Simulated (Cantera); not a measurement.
Input: 1 mol SiH4, 0.46 mol N2O, 120 mol N2, equilibrated at 17.0 mbar.

These are equilibrium values from Cantera (NASA tables, ideal gas, pure condensed phases), not measurements of a reactor. Candidate condensed phases: H2O, Si, SiO2, Si2N2O, Si3N4; 35 gas species. Mutual solubility and eutectic melting of coexisting phases are not modelled. The tables' values for SiN are old estimates; treat these amounts as uncertain. Equilibrium is a limit: real reactors are often held back by kinetics, nucleation or transport.

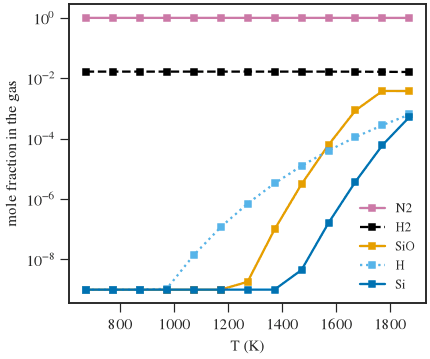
Figure. Equilibrium gas composition (values under 1e-9 drawn at 1e-9)

From 673 K to 1673 K the condensed part is Si2N2O(s) + Si3N4(s). At 1773 K the condensed part is Si3N4(s). At 1873 K the condensed part is Si(l).
